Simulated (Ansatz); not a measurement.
```yaml
atoms:
  - { symbol: F, position_ang: [-1.6435, -1.3977, -1.0784] }
  - { symbol: F, position_ang: [-4.1023, -1.7420, -0.2108] }
  - { symbol: N, position_ang: [-2.2518, -0.4500, 1.5607] }
  - { symbol: O, position_ang: [-2.0203, -1.9512, 1.6207] }
  - { symbol: Si, position_ang: [-2.6030, -1.5227, 0.1392] }
  - { symbol: H, position_ang: [-1.3538, 0.0253, 1.7139] }
  - { symbol: H, position_ang: [-2.9457, -0.1978, 2.2754] }
```

Geometry: B3LYP/6-31G*.

These are results of isolated molecule in a Gaussian basis; Kohn-Sham density functional theory, functional PBE0 in Ansatz 0.2.0, not measurements.

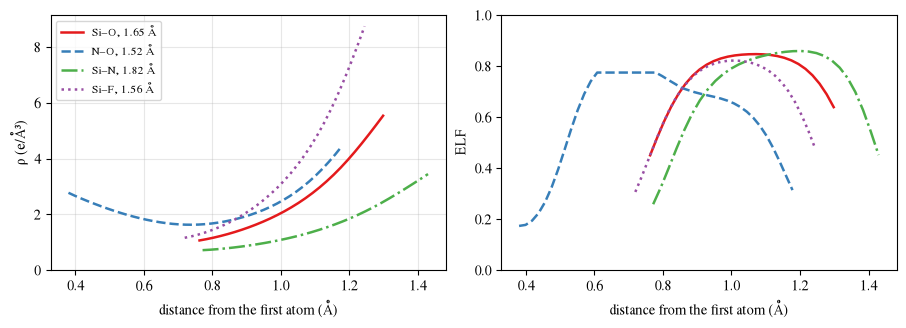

F2H2NOSi (charge +1). Total electron density and ELF along straight lines between neighbouring atoms. The curves leave out the atomic cores.

**What can be read from the curves?**

Si–O (1.65 Å): ρ at the midpoint is about 1.2 e/Å³; the ELF peaks at about 0.85 between the atoms (a shared but strongly polarised pair).
N–O (1.52 Å): ρ is about 1.6 e/Å³ halfway; the ELF peaks at about 0.75 between the atoms: a shared electron pair.
Si–N (1.82 Å): the density is about 0.88 e/Å³ at the midpoint; the ELF peaks at about 0.85 between the atoms, as expected for a shared but strongly polarised pair.
Si–F (1.56 Å): the density is about 1.3 e/Å³ at the midpoint; the ELF peaks at about 0.80 in the valence shell of F, 0.5 Å from its nucleus, and is about 0.50 at the midpoint.
